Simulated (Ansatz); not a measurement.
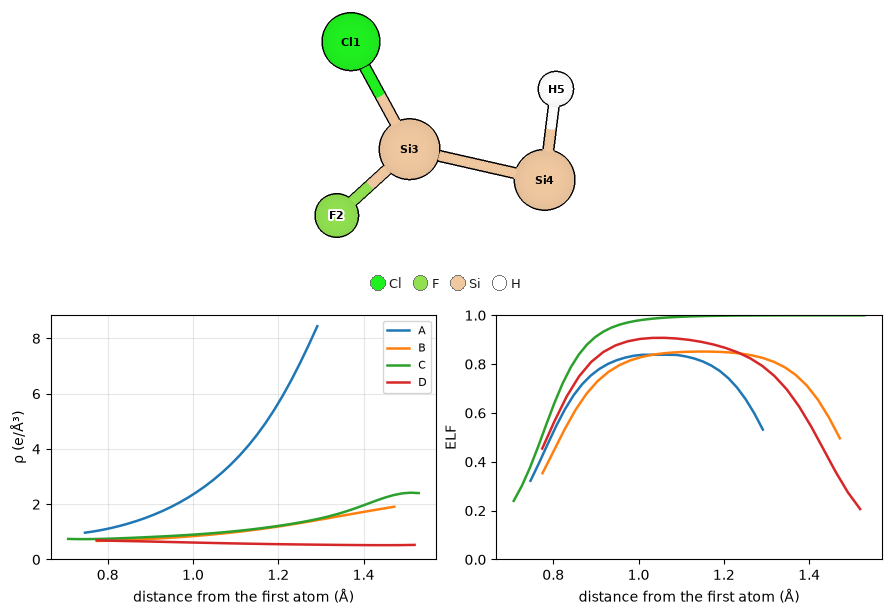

Figure. ClFHSi₂ (doublet). Total electron density and ELF along straight lines between neighbouring atoms. The curves leave out the atomic cores. The structure is drawn too.

Geometry: B3LYP-D3(BJ)/6-311G**.

All numbers below come from Ansatz, isolated molecule in a Gaussian basis; Kohn-Sham density functional theory, functional PBE0.

```xyz
5

Cl    1.0101    1.5358   -0.8195
F    -1.6591    0.4272   -0.4173
Si   -0.2758   -0.0580   -1.0934
Si   -0.0002   -2.1062   -2.0884
H     1.4149   -1.5787   -2.3286
```

Which curve belongs to which contact (Si–Cl, Si–F, Si–H and Si–Si)? The first atom named is at distance zero.

Curve A: Si–F (1.61 Å): ρ at the midpoint is about 1.1 e/Å³; the ELF peaks at about 0.85 in the valence shell of F, 0.6 Å from its nucleus, and is about 0.55 at the midpoint. Curve B: Si–Cl (2.07 Å): ρ is about 0.89 e/Å³ halfway; the ELF peaks at about 0.85 between the atoms; a polar covalent bond. Curve C: Si–H (1.53 Å): ρ at the midpoint is about 0.74 e/Å³; the ELF climbs to about 1 towards the hydrogen, as it does in any bond to H. Curve D: Si–Si (2.29 Å): ρ at the midpoint is about 0.57 e/Å³; the ELF peaks at about 0.90 between the atoms: a covalent bond.
